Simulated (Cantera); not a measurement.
Feed: 1 mol B2O3, 0.072 mol H2O, 63 mol N2, 3.9 mol H2, equilibrated at 0.170 bar.

Equilibrium computed with Cantera from the NASA thermochemical tables; the gas is ideal and each condensed phase is pure. Candidate condensed phases: B, BN, B2O3, B3O3H3, H2O; 39 gas species. Mutual solubility and eutectic melting of coexisting phases are not modelled. Gases not in the tables: H3BO3. Rates play no part.

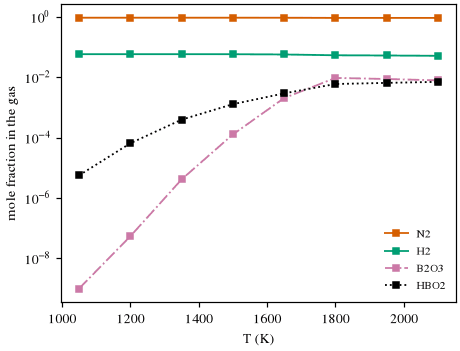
Fig. 1. Equilibrium gas composition (values under 1e-9 drawn at 1e-9)

From 1050 K to 1500 K the condensed part is B2O3(l). At 1650 K the condensed part is BN(s) + B2O3(l). From 1800 K to 2100 K nothing is condensed.
